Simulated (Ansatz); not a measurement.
## Electronic structure of FH₆NOSi₂ in real space

Input file:

```
crystal:
  periodic: [false, false, false]
  atoms:
    - symbol: F
      position_ang: [0.330431, 1.321140, -0.342340]
    - symbol: N
      position_ang: [-0.589686, 3.244557, -2.144946]
    - symbol: O
      position_ang: [-1.808837, 0.860655, -1.744424]
    - symbol: Si
      position_ang: [-0.969865, 2.057720, -0.992857]
    - symbol: Si
      position_ang: [-1.937137, -0.797634, -1.773536]
    - symbol: H
      position_ang: [-0.309767, 2.999050, -3.086899]
    - symbol: H
      position_ang: [-0.277500, 4.169299, -1.876638]
    - symbol: H
      position_ang: [-1.700295, 2.661237, 0.142645]
    - symbol: H
      position_ang: [-2.054492, -1.340395, -0.387570]
    - symbol: H
      position_ang: [-0.743455, -1.398710, -2.437485]
    - symbol: H
      position_ang: [-3.160943, -1.144506, -2.548279]
basis:
  gaussian: {orbitals: def2-TZVPD}
output: {forces: true, orbitals: {seedname: orbitals}}
hamiltonian: {xc: {name: PBE0}}
```

Launched as:

```sh
ansatz run input.yaml --threads 2 --pin off --max-ram 4350MiB --events-out events.jsonl --progress --plain --runs-dir runs
```

Geometry: PBE0-D3(BJ)/def2-SVP.

These are results of isolated molecule in a Gaussian basis; Kohn-Sham density functional theory, functional PBE0 in Ansatz, not measurements.

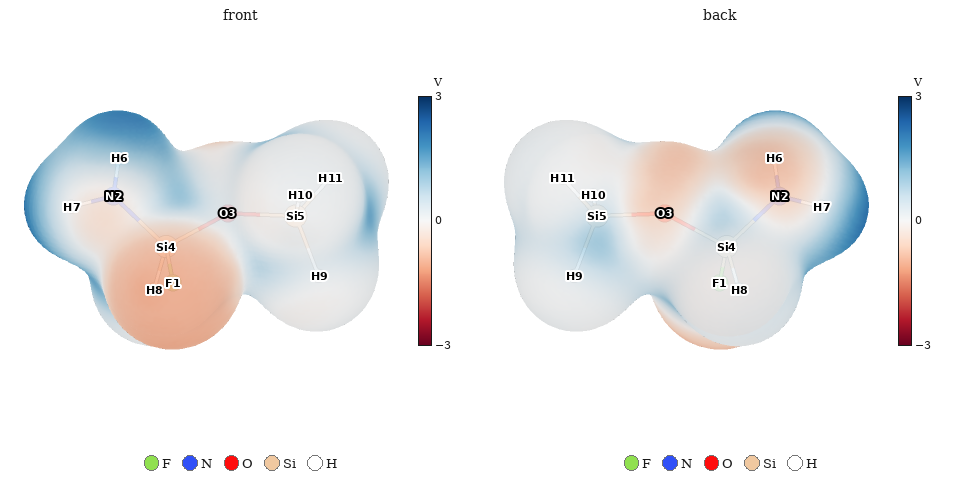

Figure 1. The electrostatic potential painted on the density surface at 0.002 e/bohr³, seen from the front and from behind; the colour scale runs from red (negative) to blue (positive).

**Describe the electrostatic potential map.**

The most negative region (about −1.1 V) lies over F1, the most positive (about +2.1 V) over H6 and H7.

**What dipole moment does the calculation give?**

Its dipole moment is 1.60 D.

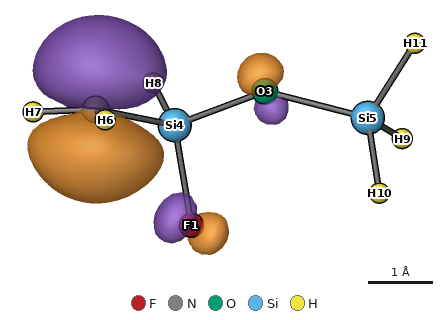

Figure 2. The HOMO at ±0.15 Å⁻³ᐟ² (orange and purple are the two phases), seen from one side.

**What is the character of this orbital?**

Its weight (Hirshfeld) is mainly on N2 (about 70 %); largely a lone pair of N2. Its energy is −8.15 eV.

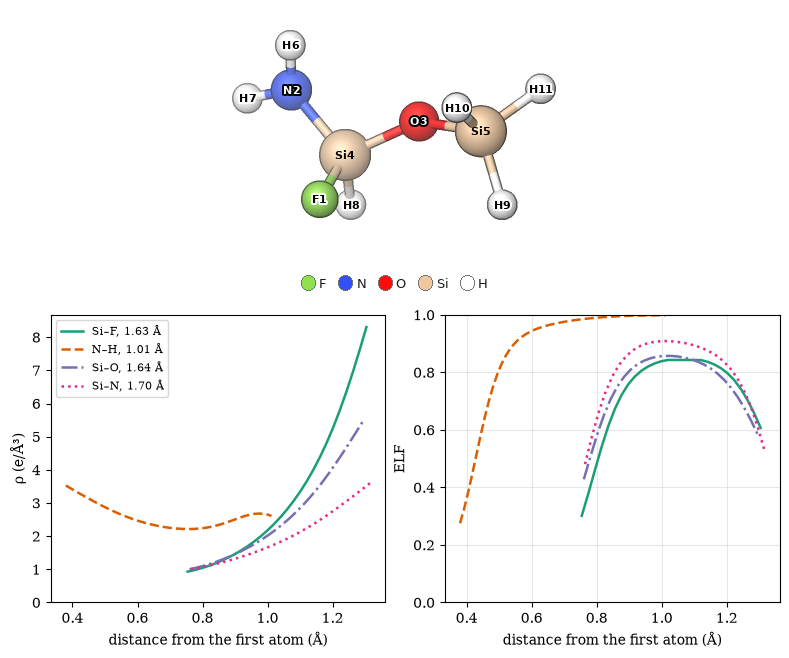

Figure 3. Electron density and ELF along straight lines between neighbouring atoms. The curves leave out the atomic cores. The structure is drawn too.

**Compare the contacts.**

Si–F (1.63 Å): ρ is about 1.1 e/Å³ halfway; the ELF peaks at about 0.85 in the valence shell of F, 0.6 Å from its nucleus, and is about 0.55 at the midpoint.
N–H (1.01 Å): the density is about 2.8 e/Å³ at the midpoint; the ELF climbs to about 1 towards the hydrogen, as it does in any bond to H; an ordinary covalent bond to hydrogen.
Si–O (1.64 Å): the density is about 1.2 e/Å³ at the midpoint; the ELF peaks at about 0.85 between the atoms: a shared but strongly polarised pair.
Si–N (1.70 Å): ρ at the midpoint is about 1.2 e/Å³; the ELF peaks at about 0.90 between the atoms: a shared but strongly polarised pair.
